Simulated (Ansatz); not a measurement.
# BH₅SSi: what the fields show

The calculation's input:

```
crystal:
  periodic: [false, false, false]
  atoms:
    - {symbol: B, position_ang: [-1.058727, 0.068305, -0.550310]}
    - {symbol: Si, position_ang: [0.805636, -0.272283, 0.510893]}
    - {symbol: S, position_ang: [-1.542145, 1.496627, -1.384060]}
    - {symbol: H, position_ang: [-0.155610, 0.996313, -0.490864]}
    - {symbol: H, position_ang: [-1.548948, -1.006329, -0.345227]}
    - {symbol: H, position_ang: [0.321348, -0.607885, 1.871700]}
    - {symbol: H, position_ang: [1.842463, 0.791196, 0.578867]}
    - {symbol: H, position_ang: [1.335883, -1.466045, -0.190898]}
basis:
  gaussian: {orbitals: def2-TZVPP}
hamiltonian: {xc: pbe0, dispersion: d4}
output: {orbitals: {seedname: orbitals}}
```

Launched as:

```sh
ansatz run in.yaml --threads 2 --pin off --events-out ev --progress --plain --max-ram 4352MiB
```

A transition-state structure; geometry: PBE0-D4/def2-TZVP.

Level of theory: Ansatz 0.2.0, RKS PBE0-D4/def2-TZVPP.

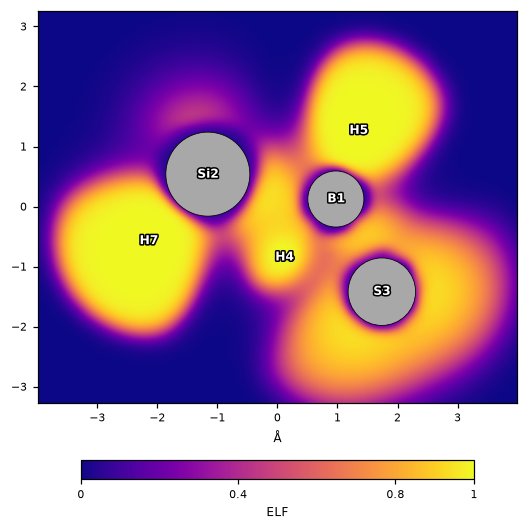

Figure 1. ELF on the plane of atoms S3, B1 and H5. Grey discs cover the atomic cores.

Describe what can be read from this map.

- The section cuts through B, Si, S and H sites.
- B–S (1.72 Å): the ELF peaks at about 0.85 between the atoms; localised, covalent bonding.
- Si–B (2.17 Å): the ELF peaks at about 0.95 between the atoms, as expected for a covalent bond.
- B–H (1.20 Å): the ELF climbs to about 1 towards the hydrogen, as it does in any bond to H: an ordinary covalent bond to hydrogen.
- Si–H (1.49 Å): the ELF climbs to about 1 towards the hydrogen.
- The ELF also peaks beside S3, away from the bonds: lone-pair regions.

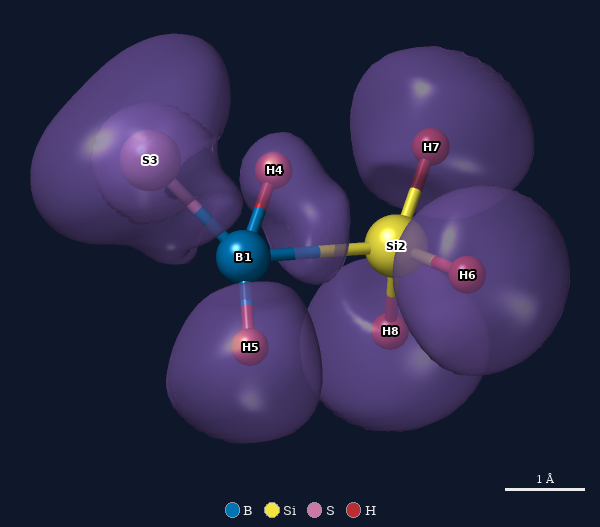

Figure 2. Isosurface of the ELF at 0.75 (purple), seen at a tilt. Only the valence region is drawn (cores and ρ < 0.01 e/Å³ removed).

Where are the electrons localised?

At this value the surface marks out four regions around hydrogen nuclei, one region on S in which the atom's valence shell and bonds are merged and one joined region spread over several atoms (B, H, Si), in which their bonds and any lone pairs are merged.

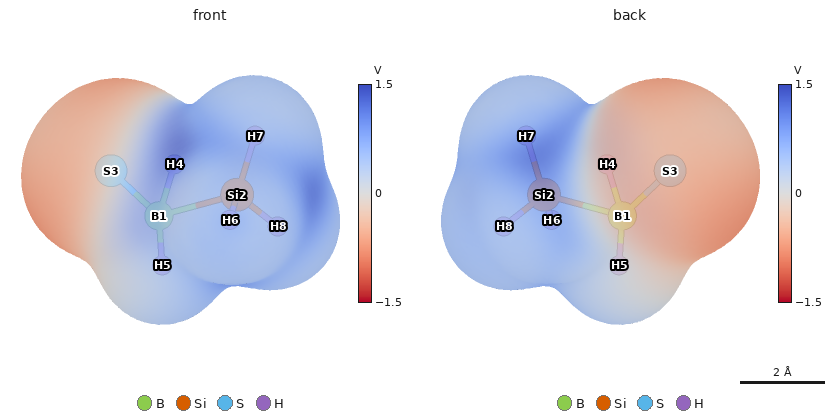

Figure 3. The molecular electrostatic potential painted on the density surface at 0.001 e/bohr³, seen from the front and from behind; red is negative and blue positive.

Where is the surface potential most negative and most positive?

The most negative region (about −0.8 V, or −18 kcal/mol for a unit charge) lies over S3, the most positive (about +1.2 V, or +28 kcal/mol for a unit charge) over Si2.

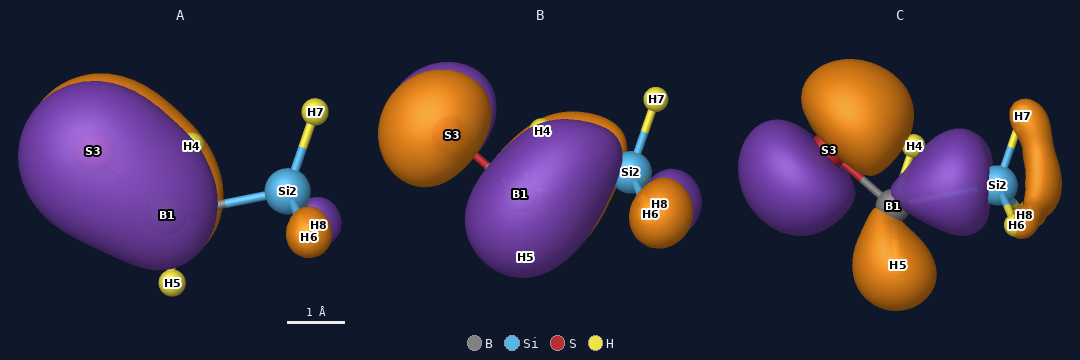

Figure 4. Three frontier orbitals at ±0.08 Å⁻³ᐟ² (orange and purple are the two phases), in no order.

Order the three orbitals by energy and name them.

A is the HOMO−1 (−8.10 eV). By Hirshfeld shares it lies mainly on S3 (about 70 %) and B1 (about 20 %). C is the HOMO (−6.59 eV). Its weight (Hirshfeld) is mainly on S3 (about 60 %), Si2 (about 15 %), B1 (about 10 %) and H5 (about 5 %). B is the LUMO (−1.83 eV). By Hirshfeld shares it lies mainly on B1 (about 40 %), S3 (about 30 %) and Si2 (about 15 %); π-antibonding (π*) across B1–S3.

What is the HOMO–LUMO gap?

4.76 eV between the orbital energies.
